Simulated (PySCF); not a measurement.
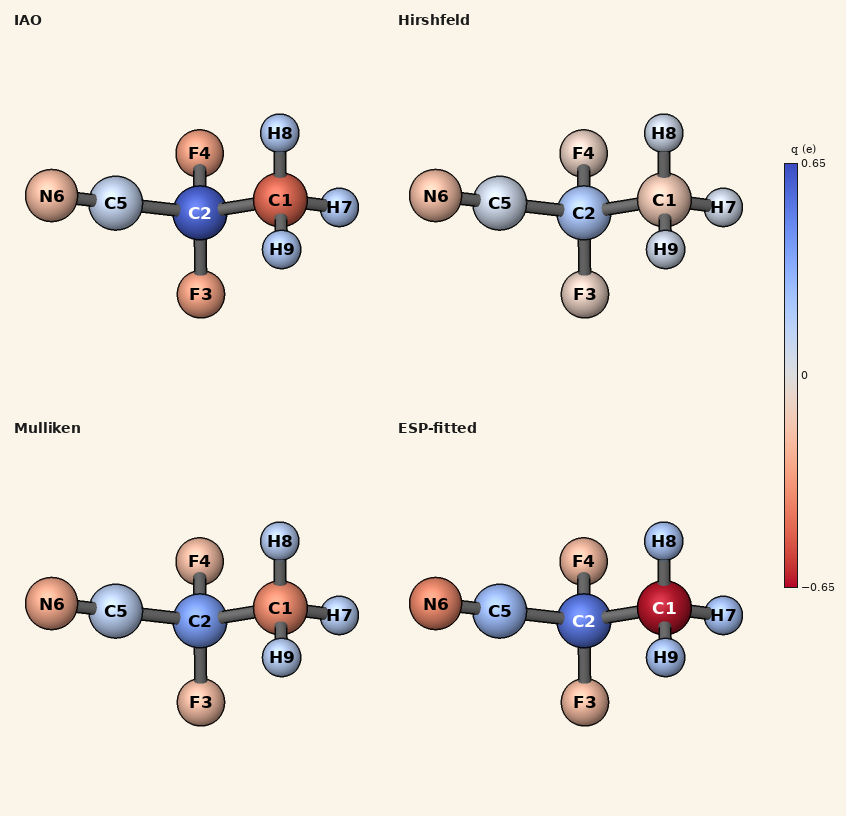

Atomic charges of one calculation by 4 schemes, on one colour scale. The computed structure is the end point of a PBE0-D3(BJ)/def2-SVP optimisation. No frequency run is at hand to confirm it as a minimum. Computed with PBE0/IGLO-III (PySCF 2.14.0).

Question: On which atom do the schemes disagree most?

Answer: On C1 (from −0.63 to −0.13 e).

List the charges (e), one line for each set of equivalent atoms.

| atom | IAO | Hirshfeld | Mulliken | ESP-fitted |
| --- | --- | --- | --- | --- |
| C1 | −0.46 | −0.13 | −0.36 | −0.63 |
| C2 | 0.57 | 0.20 | 0.38 | 0.52 |
| F3, F4 | −0.28 | −0.08 | −0.19 | −0.20 |
| C5 | 0.11 | 0.07 | 0.14 | 0.25 |
| N6 | −0.19 | −0.18 | −0.26 | −0.37 |
| H7 | 0.18 | 0.07 | 0.16 | 0.21 |
| H8, H9 | 0.18 | 0.07 | 0.15 | 0.20 |
